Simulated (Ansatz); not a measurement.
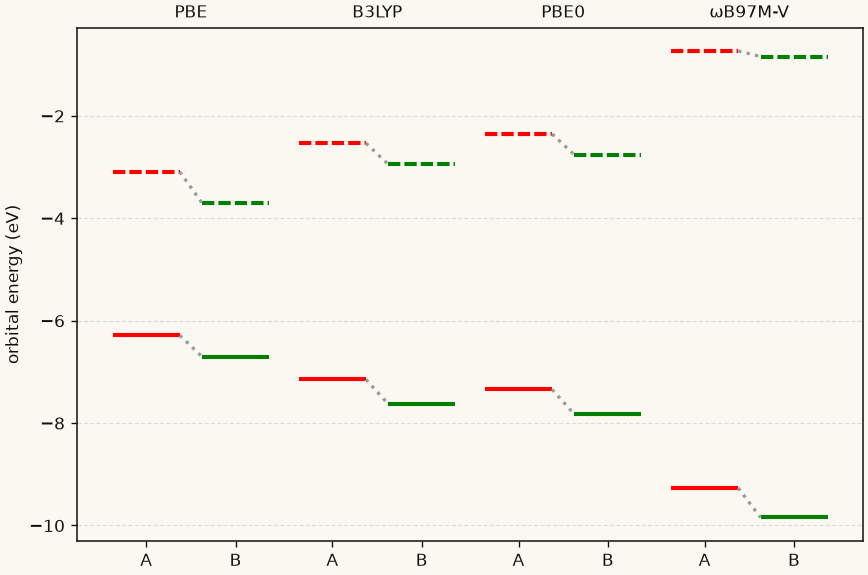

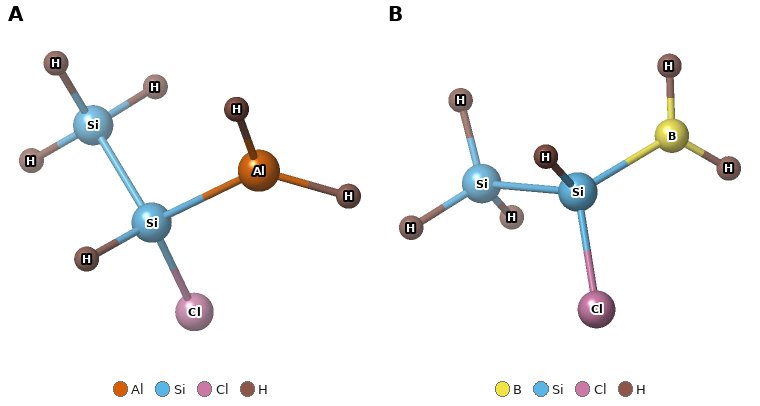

One change: A, AlSi₂H₆Cl (SMILES [AlH2][Si@@H]([SiH3])Cl), becomes B, BSi₂H₆Cl (SMILES B[Si@@H]([SiH3])Cl). AlH₂ on Si is replaced by BH₂. HOMO (solid) and LUMO (dashed) computed in def2-TZVPP at PBE0-D4/def2-TZVP geometries, both minima by their frequencies, gas phase, the Ansatz code.

### What does the change do to HOMO and LUMO?

PBE: the HOMO falls by 0.42 eV, the LUMO falls by 0.61 eV, and the separation goes from 3.19 to 3.00 eV. B3LYP: the HOMO falls by 0.48 eV, the LUMO falls by 0.41 eV, and the separation goes from 4.61 to 4.68 eV. PBE0: the HOMO falls by 0.49 eV, the LUMO falls by 0.41 eV, and the separation goes from 4.99 to 5.07 eV. ωB97M-V: the HOMO falls by 0.58 eV, the LUMO falls by 0.11 eV, and the separation goes from 8.53 to 9.00 eV.

### Do the functionals agree on the effect?

They agree on the direction for both levels; the HOMO shift lies between −0.58 and −0.42 eV and the LUMO shift between −0.61 and −0.11 eV, while the separations themselves differ by up to 6.0 eV between functionals.
